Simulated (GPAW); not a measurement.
# STM contrast on a 7-layer slab of Os(0001), part 2 of 2

Wanted: filled- and empty-state images of a 7-layer slab of Os(0001), with its work function.

GPAW 26.7.0; GPAW, PAW setups; slab in vacuum, relaxation (the session's first sound run).

So far, upper work function (eV): step 2 (relaxation) 5.32.

**3. Plane waves, PBE**

With the geometry fixed, the planar mean of the potential gives the vacuum level on each side.

This step: GPAW, PAW setups; slab in vacuum (GPAW 26.7.0).

run.py reads:

```python
import json
import numpy as np
from ase import Atoms
from ase.dft.stm import STM
from gpaw import GPAW, PW

slab = Atoms(
    ['Os', 'Os', 'Os', 'Os', 'Os', 'Os', 'Os'],
    positions=[
        [0.00000, 0.00000, 7.00000],
        [2.74000, 1.58194, 9.16323],
        [0.00000, 0.00000, 11.32646],
        [2.74000, 1.58194, 13.50995],
        [0.00000, -0.00000, 15.69551],
        [2.74000, 1.58194, 17.86669],
        [-0.00000, 0.00000, 19.96416]],
    cell=[[2.74, 0.0, 0.0], [1.37, 2.37291, 0.0], [0.0, 0.0, 26.97938]],
    pbc=[True, True, False])

slab.calc = GPAW(mode=PW(400), xc='PBE', kpts={'size': (13, 13, 1), 'gamma': True},
                 occupations={'name': 'fermi-dirac', 'width': 0.1}, nbands='160%',
                 convergence={'density': 1e-05}, maxiter=200,
                 poissonsolver={'dipolelayer': 'xy'},
                 symmetry={'tolerance': 1e-3}, txt='slab.txt')
result = {}
energy = slab.get_potential_energy()
fermi = slab.calc.get_fermi_level()
v = slab.calc.get_electrostatic_potential().mean((0, 1)) - fermi
n = slab.calc.get_pseudo_density().mean((0, 1))
L = slab.cell[2, 2]
z = np.arange(len(v)) * L / len(v)
low, high = slab.positions[:, 2].min(), slab.positions[:, 2].max()
below, above = np.interp([low - 4.8, high + 4.8], z, v)
slopes = [np.interp(x, z, np.gradient(v, z)) for x in (low - 4.8, high + 4.8)]
eps = np.array([[slab.calc.get_eigenvalues(k, s) for k in range(len(slab.calc.get_ibz_k_points()))]
                for s in range(slab.calc.get_number_of_spins())]) - fermi
top, bottom = eps[eps < 0].max(), eps[eps > 0].min()
dipole = slab.get_dipole_moment()[2]
print(f'energy {energy:.4f} eV, Fermi level {fermi:.4f} eV, dipole {dipole:.5f} e A')
print(f'potential 4.8 A off the faces, from the Fermi level: lower {below:.4f} eV, upper {above:.4f} eV')
print(f'slope of the potential there: lower {slopes[0]:.5f}, upper {slopes[1]:.5f} eV/A')
print(f'nearest levels on the mesh: {top:.4f} and {bottom:.4f} eV')
print('magnetic moment', round(slab.get_magnetic_moment(), 3))
result.update(energy=energy, fermi=fermi, dipole=dipole, below=below, above=above, slopes=slopes, edges=[top, bottom],
              z=z.tolist(), v=v.tolist(), n=n.tolist(), positions=slab.positions.tolist(),
              forces=slab.get_forces(apply_constraint=False).tolist(), moments=slab.get_magnetic_moments().tolist())

# Images need the states of the whole zone, up to time reversal
slab.calc = slab.calc.fixed_density(symmetry={'point_group': False}, txt='states.txt', nbands='250%',
                                    convergence={'bands': 'CBM+1.8'})
stm = STM(slab)
result['stm'] = []
for bias in [-2.0, -1.0, 1.5]:
    height = high + 3.5
    current = stm.get_averaged_current(bias, height)
    x, y, h = stm.scan(bias, current)
    i, f = divmod(height / L * stm.ldos.shape[2], 1)
    I = abs((1 - f) * stm.ldos[:, :, int(i)] + f * stm.ldos[:, :, int(i) + 1])
    print(f'bias {bias} V: mean current at 3.5 A {current:.4e}, corrugation {np.ptp(h):.4f} A')
    result['stm'].append(dict(bias=bias, current=current, h=(h - high).tolist(), I=I.tolist()))
json.dump(result, open('result.json', 'w'))
```

Started as:

```bash
OMP_NUM_THREADS=1 OPENBLAS_NUM_THREADS=1 python run.py
```

The program printed:

```text
energy -75.6728 eV, Fermi level 6.5045 eV, dipole 0.00188 e A
potential 4.8 A off the faces, from the Fermi level: lower 5.3745 eV, upper 5.3225 eV
slope of the potential there: lower -0.00078, upper 0.00100 eV/A
nearest levels on the mesh: -0.0171 and 0.0271 eV
magnetic moment 0.0
bias -2.0 V: mean current at 3.5 A 1.5650e-04, corrugation 0.0091 A
bias -1.0 V: mean current at 3.5 A 1.2140e-04, corrugation 0.0177 A
bias 1.5 V: mean current at 3.5 A 1.0692e-04, corrugation 0.0962 A
```

The job ended after 30 min (1 thread of Intel Xeon at 2.50GHz (Skylake/Cascade Lake), shared host; peak memory 0.93 GiB).

This step gave:

| Quantity | Value |
| --- | --- |
| dipole along the normal | 0.001878 e·Å |
| levels nearest the Fermi level on the mesh | -0.01705, 0.02708 eV from the Fermi level |
| upper work function | 5.323 eV |
| lower work function | 5.374 eV |
| corrugation -2 | 0.009150 Å |
| corrugation -1 | 0.01766 Å |
| corrugation 1.5 | 0.09625 Å |

The electrostatic potential energy of an electron (without an applied field's), less the Fermi level, planar mean oscillates, so the rows of the table below give means over windows of 2.16 Å about each position, cut where the curve ends. Its maxima inside the range that stand out by 2 % of the span (Å: eV): 8.1: -2.71, 10.3: -2.93, 12.4: -2.68, 14.6: -2.70, 16.7: -2.97, 18.9: -3.60. Its minima: 7.0: -31.2, 9.2: -31.8, 11.3: -31.7, 13.5: -31.7, 15.6: -31.5, 17.9: -31.7, 20.0: -31.3.

Table of electrostatic potential energy of an electron (without an applied field's), less the Fermi level, planar mean by z; means over each step:

```tsv
z (Å)	electrostatic potential energy of an electron (without an applied field's), less the Fermi level, planar mean (eV)
1.08	5.37
3.24	5.36
5.40	1.72
7.56	-15.4
9.72	-15.8
11.88	-15.6
14.04	-15.5
16.20	-15.7
18.36	-16.2
20.52	-12.6
22.68	5.11
24.84	5.32
```

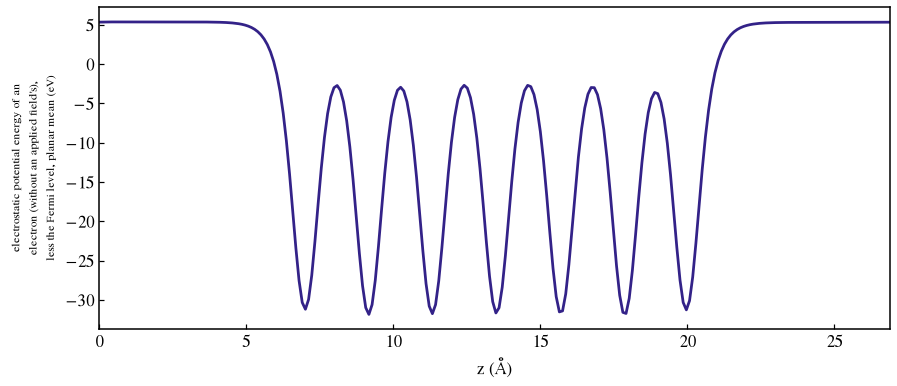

Electrostatic potential energy of an electron (without an applied field's), less the Fermi level, planar mean, plotted against z.

The pseudo valence density, planar mean oscillates, so the rows of the table below give means over windows of 2.16 Å about each position, cut where the curve ends. Its maxima inside the range that stand out by 2 % of the span (Å: e/Å³): 6.9: 1.98, 9.1: 1.97, 11.2: 1.96, 13.6: 1.98, 15.8: 2.02, 17.9: 2.04, 20.1: 1.96. Its minima: 8.2: 0.430, 10.1: 0.425, 12.5: 0.413, 14.7: 0.407, 16.8: 0.413, 19.0: 0.464.

The pseudo valence density, planar mean by z; means over each step:

```tsv
z (Å)	pseudo valence density, planar mean (e/Å³)
1.08	0
3.24	5.1e-4
5.40	0.143
7.56	0.995
9.72	0.995
11.88	0.988
14.04	0.988
16.20	0.993
18.36	1.02
20.52	0.849
22.68	0.00790
24.84	3.0e-5
```

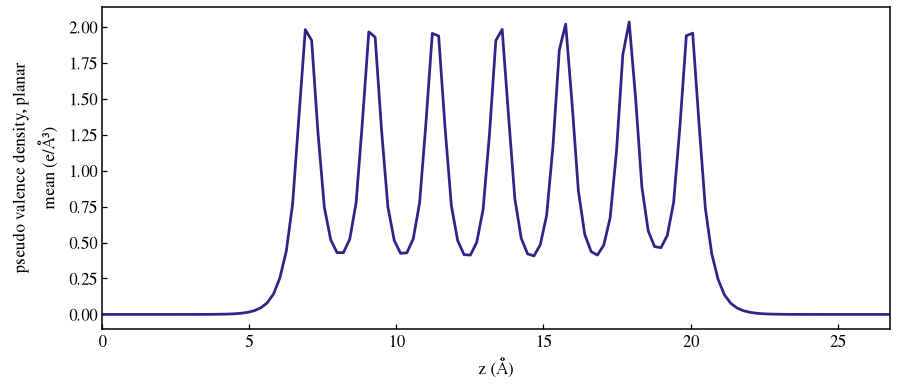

Pseudo valence density, planar mean, plotted against z.

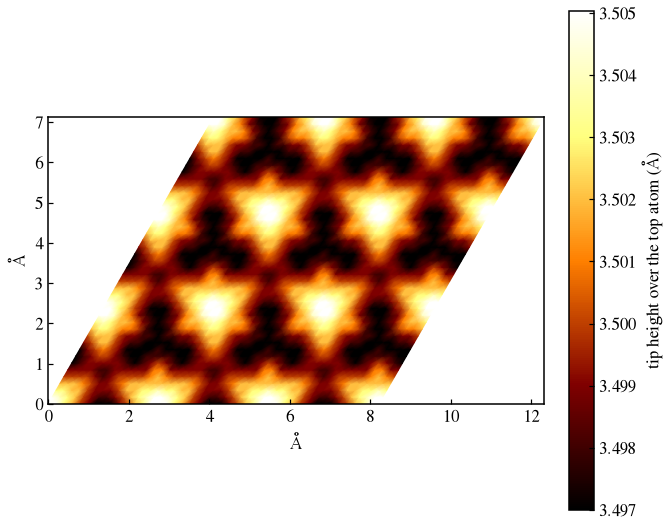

Tip height over the top atom over a1 and a2. Sample bias -2 V, constant current at the mean current 3.5 Å over the top atom. The cell is repeated, with its origin at the lower left corner.

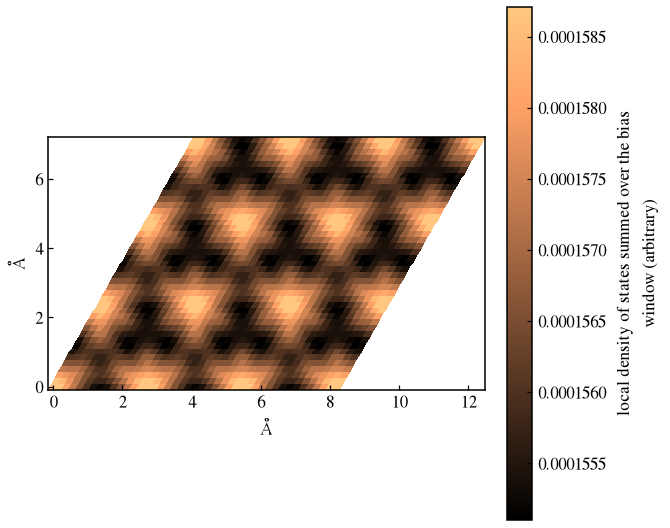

Local density of states summed over the bias window over a1 and a2. Sample bias -2 V, constant height 3.5 Å over the top atom. The cell is repeated, with its origin at the lower left corner.

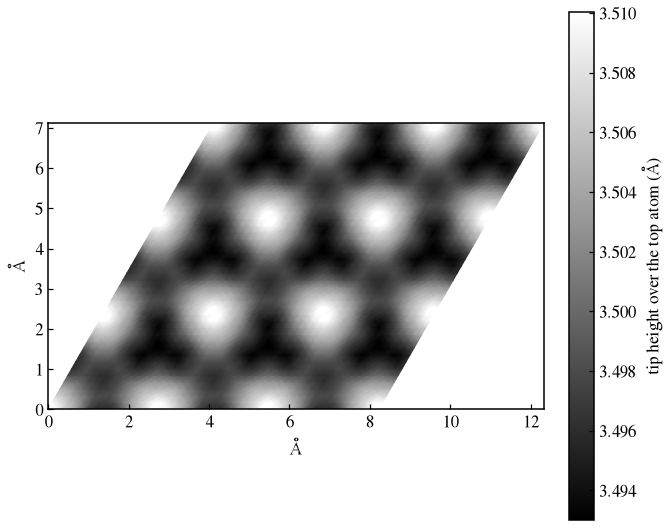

Tip height over the top atom over a1 and a2. Sample bias -1 V, constant current at the mean current 3.5 Å over the top atom. The cell is repeated, with its origin at the lower left corner.

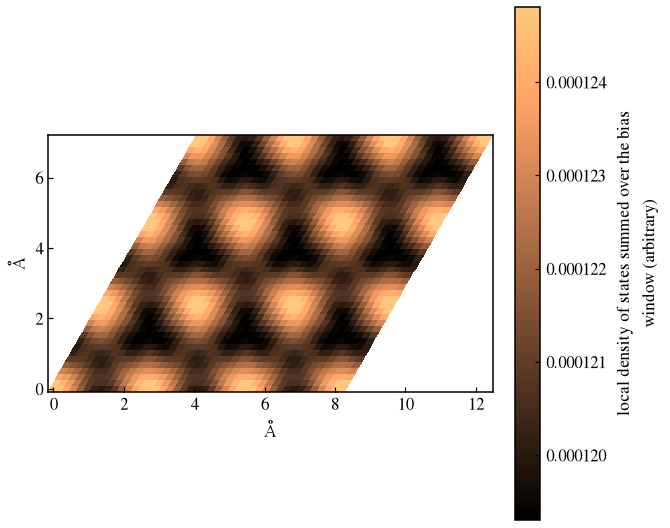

Local density of states summed over the bias window over a1 and a2. Sample bias -1 V, constant height 3.5 Å over the top atom. The cell is repeated, with its origin at the lower left corner.

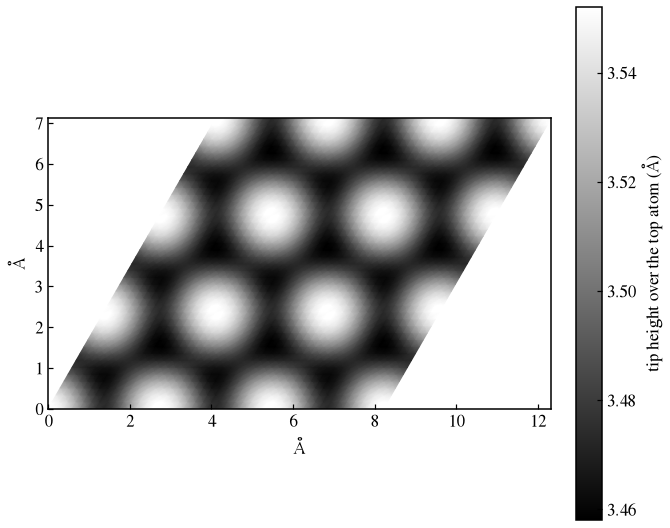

Tip height over the top atom over a1 and a2. Sample bias 1.5 V, constant current at the mean current 3.5 Å over the top atom. The cell is repeated, with its origin at the lower left corner.

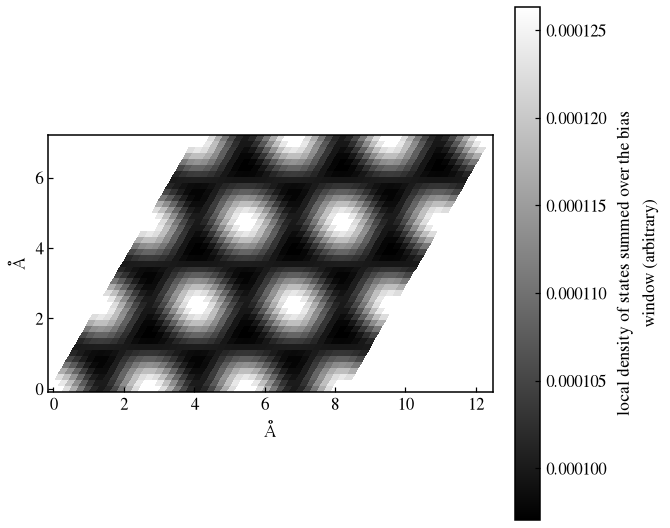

Local density of states summed over the bias window over a1 and a2. Sample bias 1.5 V, constant height 3.5 Å over the top atom. The cell is repeated, with its origin at the lower left corner.

Force by atom:

```tsv
atom	x (eV/Å)	y (eV/Å)	z (eV/Å)	size
Os1	0.000	0.000	0.791	0.791
Os2	0.000	0.000	-0.750	0.750
Os3	0.000	0.000	-0.038	0.038
Os4	0.000	0.000	-0.007	0.007
Os5	0.000	0.000	0.011	0.011
Os6	0.000	0.000	0.004	0.004
Os7	0.000	0.000	-0.009	0.009
```

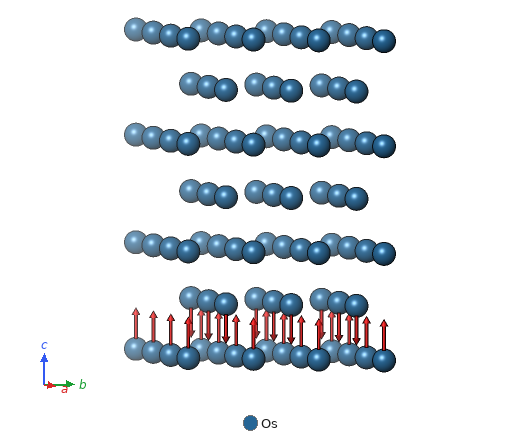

Force as arrows, the longest 0.791 eV/Å. 3×3×1 cells are drawn. Some periodic images of atoms are drawn too.

The potential is flat to 0.001 eV/Å where it is read, so the vacuum is wide enough.

**4. A changed run**

One more run, with changed settings.

run.py, as its differences from that of step 3:

```diff
@@ -3,3 +3,2 @@
 from ase import Atoms
-from ase.dft.stm import STM
 from gpaw import GPAW, PW
@@ -19,5 +18,5 @@
 
-slab.calc = GPAW(mode=PW(400), xc='PBE', kpts={'size': (13, 13, 1), 'gamma': True},
+slab.calc = GPAW(mode=PW(140), xc='PBE', kpts={'size': (13, 13, 1), 'gamma': True},
                  occupations={'name': 'fermi-dirac', 'width': 0.1}, nbands='160%',
-                 convergence={'density': 1e-05}, maxiter=200,
+                 convergence={'density': 1e-05}, maxiter=75,
                  poissonsolver={'dipolelayer': 'xy'},
@@ -46,16 +45,2 @@
               forces=slab.get_forces(apply_constraint=False).tolist(), moments=slab.get_magnetic_moments().tolist())
-
-# Images need the states of the whole zone, up to time reversal
-slab.calc = slab.calc.fixed_density(symmetry={'point_group': False}, txt='states.txt', nbands='250%',
-                                    convergence={'bands': 'CBM+1.8'})
-stm = STM(slab)
-result['stm'] = []
-for bias in [-2.0, -1.0, 1.5]:
-    height = high + 3.5
-    current = stm.get_averaged_current(bias, height)
-    x, y, h = stm.scan(bias, current)
-    i, f = divmod(height / L * stm.ldos.shape[2], 1)
-    I = abs((1 - f) * stm.ldos[:, :, int(i)] + f * stm.ldos[:, :, int(i) + 1])
-    print(f'bias {bias} V: mean current at 3.5 A {current:.4e}, corrugation {np.ptp(h):.4f} A')
-    result['stm'].append(dict(bias=bias, current=current, h=(h - high).tolist(), I=I.tolist()))
 json.dump(result, open('result.json', 'w'))
```

The program printed:

```text
energy -60.3853 eV, Fermi level 6.5841 eV, dipole -0.00044 e A
potential 4.8 A off the faces, from the Fermi level: lower 5.5270 eV, upper 5.4707 eV
slope of the potential there: lower -0.02175, upper 0.01980 eV/A
nearest levels on the mesh: -0.0112 and 0.0385 eV
magnetic moment 0.0
```

It took 2.9 min on 1 thread; peak memory 0.16 GiB.

The run finished. A setting was moved off its sound value on purpose, so it serves as a test and not as the result.

The fault put into the input: a cutoff far too low (ecut = 140).

**5. Results**

```yaml
work_function_upper_and_lower_face: 5.323 and 5.374 eV
dipole_along_the_normal: 0.00188 e Å
corrugation_at_minus_2_v: 0.00915 Å
corrugation_at_minus_1_v: 0.0177 Å
corrugation_at_1p5_v: 0.0962 Å
```

In words: The corrugation at constant current is largest at 1.5 V, where the tip height varies by 0.096 Å over the cell. Negative sample bias images filled states, positive bias empty ones. The two faces differ by 0.052 eV, the step that the slab's dipole makes (e p/(ε0 A) gives 0.052 eV), so the dipole layer is needed. The lowest atoms were held at bulk positions, which alone makes the faces unlike. The measured value for polycrystalline Os, which weights the faces of low work function, is 4.84 eV (as compiled in "Anisotropic work function of elemental crystals", 2019, arxiv:1902.07811); the relaxed upper face lies 0.48 eV over it with PBE. Measured work functions scatter by a tenth of an eV or more between methods. The images are of Tersoff-Hamann type: an s-wave tip, no tip-sample forces, heights closer than in a microscope. The small printed dipole stands for a step of -52 meV from the lower to the upper face, and the probes find -52 meV; values this small are near the numerical noise of both. The in-plane lattice was kept as typed, which isn't the functional's own and leaves some strain; spin-orbit coupling and temperature are left out.

[Logs are printed without paths, hosts, clocks, repeated set-up lines and the standing remarks that a program may print on its own settings, such as how far it seeks lower states.]

[Hosts, paths, dates, database ids (printed as entryN), source tags and the programs' standing remarks are cut or masked in the printed files.]
